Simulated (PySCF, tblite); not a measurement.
# C19H30: electronic excitations, NMR shifts

Wanted: electronic excitations, NMR shifts for C19H30.

Computed with tblite 0.8.0 and PySCF 2.14.0 and routines of our own; the level stands in each step. Atoms count from 0.

### 1 The starting structure

49 atoms, charge 0, multiplicity 1; geometry from: force field, distance geometry or constructed start.

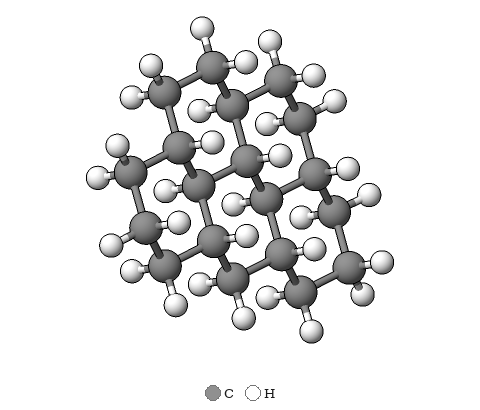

The starting geometry (carbon grey, hydrogen white).

### 2 Optimising the geometry with GFN2-xTB

Job settings and geometry (Å):

```
{"job": {"kind": "relax", "xc": "GFN2-xTB", "basis": "xTB"}, "charge": 0, "multiplicity": 1}
C      0.004900     2.079000    -0.226000
C     -1.264600     2.811700     0.268700
C     -2.517700     2.078500    -0.223400
C     -2.523600     0.628600     0.269400
C     -1.262400    -0.105200    -0.221000
C     -0.003300     0.623700     0.273000
C     -3.784200    -0.102300    -0.227700
C     -3.780900    -1.557900     0.277100
C     -2.520200    -2.291000    -0.224800
C     -1.264200    -1.561400     0.277200
C      2.520800     2.079600    -0.226500
C      1.258900     2.807100     0.275600
C      1.258000    -0.103300    -0.219400
C      2.525100     0.623600     0.272900
C      3.782100    -0.098900    -0.224200
C      1.259500    -1.560000     0.281900
C      2.523300    -2.287000    -0.223500
C      3.783200    -1.564000     0.274600
C     -0.000600    -2.287100    -0.221900
H      0.002800     2.081700    -1.311700
H     -1.263700     2.812900     1.367100
H     -1.262300     3.839100    -0.085600
H     -2.519500     2.085400    -1.307800
H     -3.417700     2.590700     0.135200
H     -2.522400     0.626800     1.366500
H     -1.267500    -0.104900    -1.311900
H      0.000700     0.626500     1.364900
H     -3.784900    -0.103400    -1.313200
H     -4.674400     0.410600     0.134700
H     -3.783200    -1.560200     1.369000
H     -4.671400    -2.074200    -0.086500
H     -2.524800    -2.287600    -1.314200
H     -2.523900    -3.317300     0.134800
H     -1.259300    -1.561900     1.369300
H      2.524100     2.082600    -1.317700
H      3.414000     2.597200     0.133800
H      1.260600     2.809200     1.361500
H      1.262300     3.840100    -0.088000
H      1.262500    -0.107900    -1.314500
H      2.518100     0.627600     1.366800
H      3.784200    -0.106300    -1.310600
H      4.680900     0.404600     0.140400
H      1.266300    -1.559600     1.362000
H      2.525500    -2.289400    -1.316200
H      2.519200    -3.315700     0.139100
H      3.782400    -1.559000     1.362200
H      4.677400    -2.074700    -0.086000
H     -0.000300    -2.286300    -1.312100
H      0.001600    -3.317000     0.136900
```

Launch:

```console
OMP_NUM_THREADS=1 python large_run.py task.json out
```

One launch serves the whole session: the jobs run in the order shown.

The log of the run:

```text
step      E/eV     max force
  0   -1526.90330    1.009
  1   -1526.96537    0.169
  2   -1526.97314    0.142
  3   -1526.98189    0.090
  4   -1526.98317    0.054
  5   -1526.98420    0.037
  6   -1526.98461    0.034
  7   -1526.98492    0.026
  8   -1526.98511    0.020
```

Run time: 0.42 s. Hardware: 1 thread of Arm Neoverse N1, shared host; peak memory 0.16 GiB.

The steps of the relaxation:

```tsv
step	energy from step 0 (eV)	largest force (eV/Å)
0	0.0000	1.0098
1	-0.0621	0.1685
2	-0.0698	0.1422
3	-0.0786	0.0907
4	-0.0799	0.0548
5	-0.0809	0.0373
6	-0.0813	0.0343
7	-0.0816	0.0262
8	-0.0818	0.0200
```

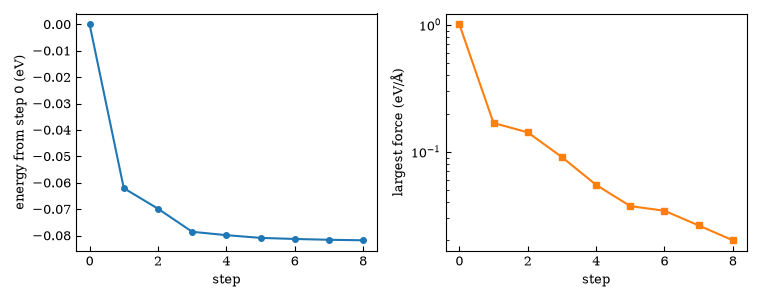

Energy and largest force along the relaxation.

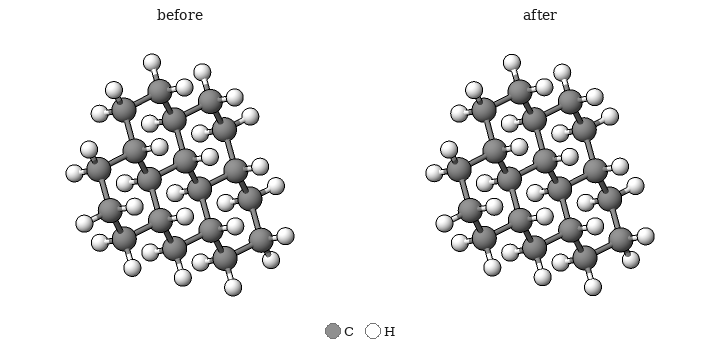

The geometry before (left) and after (right).

Distances of close pairs at the start and the end, largest changes first:

```tsv
bond	before (Å)	after (Å)	change (Å)
C14–C17	1.548	1.525	-0.023
C0–C1	1.547	1.528	-0.019
C7–C8	1.542	1.525	-0.018
C15–H42	1.080	1.097	+0.017
C10–C11	1.541	1.524	-0.017
C6–C7	1.541	1.525	-0.016
C15–C16	1.543	1.529	-0.014
C9–C18	1.540	1.527	-0.013
```

The next job starts from the end point, and lists it.

### 3 Electronic excitations: TDA PBE0/6-31G*

Job settings and geometry (Å):

```
{"job": {"kind": "uv", "basis": "6-31G*", "grid": 1, "kgrid": 0, "vcut": 1.5, "nstates": 6, "ntriplets": 2, "tda": true, "delta": [], "pop": true, "xc": "PBE0"}, "charge": 0, "multiplicity": 1}
C     -0.000271     2.079264    -0.214353
C     -1.260604     2.793502     0.271448
C     -2.509440     2.072277    -0.221180
C     -2.522070     0.624187     0.265922
C     -1.261116    -0.102971    -0.213298
C     -0.000127     0.624239     0.266884
C     -3.771215    -0.110816    -0.219821
C     -3.772414    -1.553633     0.272802
C     -2.521345    -2.273218    -0.218980
C     -1.260926    -1.557455     0.268045
C      2.509619     2.072244    -0.222429
C      1.260647     2.792972     0.270758
C      1.260833    -0.102702    -0.214257
C      2.521938     0.624268     0.265275
C      3.771601    -0.111372    -0.218925
C      1.261398    -1.557042     0.267222
C      2.521323    -2.273875    -0.219272
C      3.772401    -1.554516     0.272813
C      0.000230    -2.268216    -0.219150
H     -0.000525     2.083069    -1.311181
H     -1.261800     2.820691     1.364143
H     -1.261634     3.826399    -0.084647
H     -2.529862     2.086502    -1.314074
H     -3.404511     2.588800     0.133228
H     -2.525761     0.627075     1.362675
H     -1.263914    -0.105799    -1.310046
H     -0.000047     0.627061     1.363818
H     -3.792291    -0.101181    -1.312801
H     -4.666251     0.406444     0.133960
H     -3.792840    -1.564654     1.365615
H     -4.666880    -2.070320    -0.082350
H     -2.523584    -2.296019    -1.311949
H     -2.521739    -3.306977     0.134468
H     -1.262531    -1.561923     1.364967
H      2.530402     2.085432    -1.315341
H      3.403980     2.590127     0.132080
H      1.262431     2.818862     1.363622
H      1.261192     3.826084    -0.084723
H      1.262552    -0.105376    -1.310967
H      2.524081     0.627860     1.362125
H      3.794128    -0.100737    -1.311899
H      4.666732     0.404565     0.136584
H      1.264414    -1.560858     1.364181
H      2.523975    -2.298077    -1.312145
H      2.520203    -3.307253     0.135449
H      3.793010    -1.566749     1.365700
H      4.667013    -2.070614    -0.082768
H      0.000152    -2.294699    -1.312073
H      0.000874    -3.302112     0.135026
```

Method: TDA PBE0/6-31G*, vertical, gas phase, core orbitals frozen in the response, virtual orbitals cut by energy.

The log of the run:

```text
start: PBE on a coarse grid of 36096 points
cycle   1  E = -741.0005824914  dE =  2.071e+00  |g| = 1.010e+00  |ddm| = 6.285e+00
cycle   2  E = -740.6006091295  dE =  4.000e-01  |g| = 1.580e+00  |ddm| = 3.695e+00
cycle   3  E = -741.2951923641  dE = -6.946e-01  |g| = 1.607e-01  |ddm| = 2.499e+00
cycle   4  E = -741.3010867030  dE = -5.894e-03  |g| = 6.175e-02  |ddm| = 3.288e-01
cycle   5  E = -741.3019909461  dE = -9.042e-04  |g| = 1.482e-02  |ddm| = 8.442e-02
cycle   6  E = -741.3020412744  dE = -5.033e-05  |g| = 4.733e-03  |ddm| = 2.108e-02
final grid: 152065 points
cycle   7  E = -741.2672409638  dE = -8.214e-03  |g| = 4.552e-02  |ddm| = 5.837e-01
cycle   8  E = -741.2671365652  dE =  1.044e-04  |g| = 4.999e-02  |ddm| = 1.220e-01
cycle   9  E = -741.2677992689  dE = -6.627e-04  |g| = 4.668e-03  |ddm| = 6.438e-02
cycle  10  E = -741.2678047152  dE = -5.446e-06  |g| = 1.696e-03  |ddm| = 9.444e-03
cycle  11  E = -741.2678042118  dE =  5.034e-07  |g| = 4.564e-04  |ddm| = 2.199e-03
cycle  12  E = -741.2678074920  dE = -3.280e-06  |g| = 9.731e-05  |ddm| = 5.637e-04
converged SCF energy = -741.2678074920

Static polarisability (au): isotropic 182.117, principal 145.667 191.200 209.484

Singlet excitations
state   eV       nm        f      main configurations
  1   8.0267    154.5   0.02381   H->L 0.99
  2   8.1202    152.7   0.02035   H-1->L 0.98
  3   8.8991    139.3   0.00701   H->L+1 0.92
  4   8.9495    138.5   0.00002   H-2->L 0.81, H-1->L+4 0.14
  5   8.9907    137.9   0.00132   H->L+2 0.87, H-1->L+1 0.09
  6   9.0476    137.0   0.00004   H->L+3 0.93

Triplet excitations (Tamm-Dancoff, eV): 7.9313 8.0193
```

Run time: 85 s. Hardware: 1 thread of Arm Neoverse N1, shared host; peak memory 0.67 GiB.

The orbitals next to the gap, with their largest atomic shares:

```tsv
orbital	eV	atoms
HOMO−4	-8.52	C18 8 %, C3 6 %, C13 6 %
HOMO−3	-8.42	C0 9 %, C2 7 %, C10 7 %
HOMO−2	-7.83	C10 8 %, C2 8 %, C17 6 %
HOMO−1	-7.03	C5 9 %, C0 9 %, C9 8 %
HOMO	-6.92	C5 9 %, C4 8 %, C12 8 %
LUMO	2.21	H26 8 %, H25 7 %, H38 7 %
LUMO+1	2.97	H48 6 %, C18 6 %, H44 5 %
LUMO+2	3.03	H28 5 %, H41 5 %, C6 5 %
LUMO+3	3.12	C11 9 %, C1 9 %, H37 8 %
```

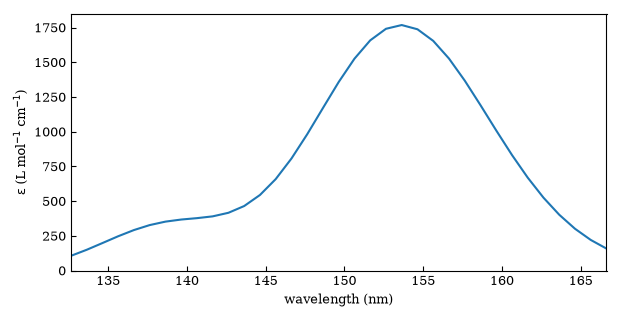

Absorption spectrum: each of the 6 states is a Gaussian band of 0.4 eV half-width at 1/e. Beyond the last state computed it falls off for lack of states.

Ground-state properties from the same run:

```tsv
property	computed
dipole moment (D)	0.07
polarisability (Å³)	26.99
HOMO–LUMO gap (eV)	9.14
−ε(HOMO) (eV)	6.92
```

### 4 NMR shifts: GIAO KT3/pcSseg-1

Settings changed since step 3:

```diff
@@ -1,2 +1,2 @@
-{"job": {"kind": "uv", "basis": "6-31G*", "grid": 1, "kgrid": 0, "vcut": 1.5, "nstates": 6, "ntriplets": 2, "tda": true, "delta": [], "pop": true, "xc": "PBE0"}, "charge": 0, "multiplicity": 1}
+{"job": {"kind": "nmr", "xc": "KT3", "basis": "pcSseg-1", "pop": false}, "charge": 0, "multiplicity": 1}
 C     -0.000271     2.079264    -0.214353
```

Method: GIAO KT3/pcSseg-1 NMR shielding, non-relativistic, gas phase.

The log of the run:

```text
start: PBE on a coarse grid of 36096 points
cycle   1  E = -740.5687118631  dE =  2.025e+00  |g| = 9.924e-01  |ddm| = 6.620e+00
cycle   2  E = -740.1160742228  dE =  4.526e-01  |g| = 1.634e+00  |ddm| = 3.127e+00
cycle   3  E = -740.8489147003  dE = -7.328e-01  |g| = 1.764e-01  |ddm| = 2.314e+00
cycle   4  E = -740.8556181822  dE = -6.703e-03  |g| = 6.897e-02  |ddm| = 3.768e-01
cycle   5  E = -740.8567158569  dE = -1.098e-03  |g| = 1.726e-02  |ddm| = 8.881e-02
cycle   6  E = -740.8567829015  dE = -6.704e-05  |g| = 5.313e-03  |ddm| = 2.229e-02
final grid: 320827 points
cycle   7  E = -754.3020617225  dE = -4.798e-02  |g| = 2.783e-02  |ddm| = 5.984e-01
cycle   8  E = -754.3022107428  dE = -1.490e-04  |g| = 2.161e-02  |ddm| = 8.110e-02
cycle   9  E = -754.3022938973  dE = -8.315e-05  |g| = 1.081e-02  |ddm| = 3.283e-02
cycle  10  E = -754.3023235207  dE = -2.962e-05  |g| = 9.731e-04  |ddm| = 1.476e-02
cycle  11  E = -754.3023238104  dE = -2.897e-07  |g| = 5.949e-04  |ddm| = 1.863e-03
cycle  12  E = -754.3023243358  dE = -5.254e-07  |g| = 7.157e-05  |ddm| = 6.980e-04
converged SCF energy = -754.3023243358

GIAO shielding tensors (ppm)
atom      isotropic    diamagn.    paramagn.     s11        s22        s33       span
  0 C      138.026     248.120    -110.094    130.304    134.806    148.969     18.665
  1 C      145.937     249.159    -103.222    137.824    139.946    160.040     22.216
  2 C      146.093     249.656    -103.563    138.410    140.188    159.681     21.270
  3 C      138.173     247.689    -109.516    130.401    134.487    149.632     19.231
  4 C      129.904     249.197    -119.293    120.856    124.173    144.683     23.826
  5 C      131.943     248.130    -116.186    123.515    126.449    145.866     22.352
  6 C      145.031     248.565    -103.535    137.870    138.908    158.314     20.444
  7 C      152.366     249.565     -97.200    149.402    151.577    156.119      6.717
  8 C      145.090     247.869    -102.778    137.776    138.742    158.753     20.977
  9 C      139.055     248.247    -109.193    132.044    135.413    149.707     17.663
 10 C      146.087     249.671    -103.584    138.451    140.167    159.643     21.192
 11 C      145.881     249.164    -103.282    137.764    139.907    159.973     22.209
 12 C      129.936     249.185    -119.249    120.881    124.233    144.694     23.813
 13 C      138.137     247.698    -109.561    130.387    134.431    149.593     19.206
 14 C      145.064     248.540    -103.476    137.843    138.989    158.361     20.518
 15 C      139.046     248.278    -109.232    132.064    135.361    149.713     17.650
 16 C      145.111     247.876    -102.765    137.826    138.719    158.787     20.960
 17 C      152.375     249.550     -97.176    149.401    151.563    156.160      6.759
 18 C      139.510     250.054    -110.544    125.009    131.460    162.060     37.051
 19 H       30.855      36.402      -5.547     28.068     31.135     33.362      5.294
 20 H       30.672      33.263      -2.590     27.001     29.856     35.161      8.160
 21 H       30.109      30.201      -0.092     24.794     29.243     36.288     11.495
 22 H       30.672      33.070      -2.398     27.110     29.777     35.130      8.019
 23 H       30.111      29.828       0.283     24.817     29.170     36.345     11.528
 24 H       30.841      35.950      -5.109     28.181     30.784     33.557      5.376
 25 H       31.410      38.565      -7.155     30.733     30.982     32.516      1.783
 26 H       31.319      38.912      -7.593     30.439     31.562     31.956      1.517
 27 H       30.739      31.883      -1.144     27.331     29.616     35.270      7.939
 28 H       30.083      28.682       1.401     25.008     29.131     36.111     11.103
 29 H       30.289      30.877      -0.587     27.089     27.918     35.861      8.773
 30 H       29.909      25.963       3.947     24.575     27.642     37.512     12.937
 31 H       30.760      32.607      -1.846     27.119     30.001     35.161      8.042
 32 H       30.091      30.170      -0.079     24.884     29.486     35.902     11.018
 33 H       30.745      37.003      -6.258     27.757     31.298     33.182      5.425
 34 H       30.672      33.070      -2.398     27.119     29.768     35.130      8.012
 35 H       30.108      29.822       0.286     24.813     29.166     36.345     11.532
 36 H       30.668      33.262      -2.594     26.996     29.857     35.151      8.154
 37 H       30.106      30.204      -0.098     24.788     29.248     36.281     11.493
 38 H       31.411      38.561      -7.150     30.738     30.984     32.512      1.774
 39 H       30.837      35.948      -5.111     28.179     30.785     33.547      5.369
 40 H       30.737      31.871      -1.134     27.317     29.619     35.275      7.957
 41 H       30.081      28.673       1.408     25.001     29.131     36.110     11.109
 42 H       30.747      37.017      -6.270     27.762     31.301     33.178      5.417
 43 H       30.761      32.606      -1.844     27.118     30.000     35.167      8.049
 44 H       30.094      30.172      -0.079     24.891     29.488     35.901     11.010
 45 H       30.286      30.872      -0.586     27.079     27.918     35.861      8.782
 46 H       29.910      25.958       3.952     24.578     27.642     37.509     12.931
 47 H       31.003      35.536      -4.533     27.259     31.609     34.142      6.883
 48 H       30.289      33.784      -3.495     25.121     30.768     34.978      9.857
```

It took 1.8 min on 1 thread of Arm Neoverse N1, shared host; peak memory 0.72 GiB.

Shifts follow as δ = σ(reference) − σ, with reference shieldings (ppm) from runs at the same level and on the same kind of geometry: ¹H TMS 31.76, ¹³C TMS 184.7. The references are single molecules in the gas phase. Atoms listed in one row are averaged.

```tsv
atoms	environment	σ (ppm)	δ (ppm)
C4, C12	carbon bonded to 3 C, H	129.9	54.8
C5	carbon bonded to 3 C, H	131.9	52.8
C0	carbon bonded to 3 C, H	138.0	46.7
C3, C13	carbon bonded to 3 C, H	138.2	46.6
C9, C15	carbon bonded to 3 C, H	139.1	45.7
C18	carbon bonded to 2 C, 2 H	139.5	45.2
C6, C14	carbon bonded to 2 C, 2 H	145.0	39.7
C8, C16	carbon bonded to 2 C, 2 H	145.1	39.6
C1, C11	carbon bonded to 2 C, 2 H	145.9	38.8
C2, C10	carbon bonded to 2 C, 2 H	146.1	38.6
C7, C17	carbon bonded to 2 C, 2 H	152.4	32.4
H30, H46	hydrogen on a carbon bonded to 2 C	29.91	1.85
H28, H41	hydrogen on a carbon bonded to 2 C	30.08	1.68
H32, H44	hydrogen on a carbon bonded to 2 C	30.09	1.67
H21, H37	hydrogen on a carbon bonded to 2 C	30.11	1.65
H23, H35	hydrogen on a carbon bonded to 2 C	30.11	1.65
H29, H45	hydrogen on a carbon bonded to 2 C	30.29	1.47
H48	hydrogen on a carbon bonded to 2 C	30.29	1.47
H20, H36	hydrogen on a carbon bonded to 2 C	30.67	1.09
H22, H34	hydrogen on a carbon bonded to 2 C	30.67	1.09
H27, H40	hydrogen on a carbon bonded to 2 C	30.74	1.02
H33, H42	hydrogen on a carbon bonded to 3 C	30.75	1.01
H31, H43	hydrogen on a carbon bonded to 2 C	30.76	1.00
H24, H39	hydrogen on a carbon bonded to 3 C	30.84	0.92
H19	hydrogen on a carbon bonded to 3 C	30.86	0.91
H47	hydrogen on a carbon bonded to 2 C	31.00	0.76
H26	hydrogen on a carbon bonded to 3 C	31.32	0.44
H25, H38	hydrogen on a carbon bonded to 3 C	31.41	0.35
```

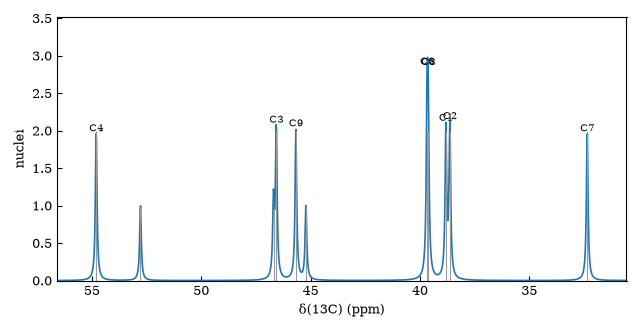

¹³C lines at the computed shifts, without couplings. Lines are broadened to a width of 0.09 ppm (Lorentzian).

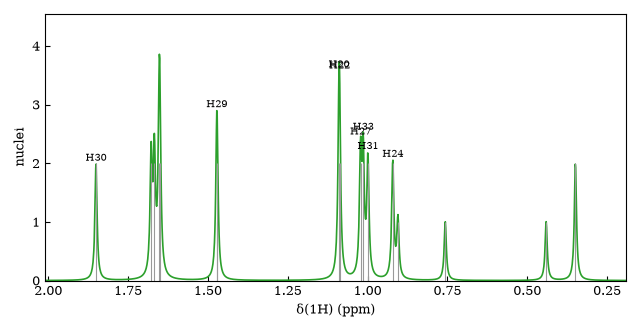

¹H lines at the computed shifts, without couplings. Lines are broadened to a width of 0.01 ppm (Lorentzian).

Ring of atoms C0, C1, C2, C3, C4, C5: NICS(0) -2.3, NICS(1) -2.5, NICS(1)zz 4.4 ppm (means of both faces).

Ring of atoms C3, C4, C6, C7, C8, C9: NICS(0) -2.1, NICS(1) -2.4, NICS(1)zz 4.3 ppm (means of both faces).

Ring of atoms C4, C5, C9, C12, C15, C18: NICS(0) -2.4, NICS(1) -2.5, NICS(1)zz 4.8 ppm (means of both faces).

### 5 Results

| quantity | value |
| --- | --- |
| lowest singlet (PBE0/6-31G*) | 8.03 eV (154 nm), f = 0.024 |
| lowest triplet | 7.93 eV |
| ¹³C shifts against TMS (KT3/pcSseg-1, means over atoms taken as alike) | 54.8, 52.8, 46.7, 46.6, 45.7, 45.2, 39.7, 39.6, 38.8, 38.6, 32.4 ppm |
| ¹H shifts against TMS (KT3/pcSseg-1, means over atoms taken as alike) | 1.85, 1.68, 1.67, 1.65, 1.65, 1.47, 1.47, 1.09, 1.09, 1.02, 1.01, 1.00, 0.92, 0.91 ppm and more |

**Reading.** The first singlet state (HOMO→LUMO 0.99) lies at 8.03 eV and is weak. The lowest triplet lies 0.10 eV below the lowest singlet. States above −ε(HOMO) lie where TDDFT describes them poorly and they hang on the basis; the brightest is among them. The basis of PBE0/6-31G* has no diffuse functions, so Rydberg states are missing and the high states are unreliable. At KT3/pcSseg-1: The widest tensor belongs to C18: span 37 ppm, with a paramagnetic part of -111 ppm.
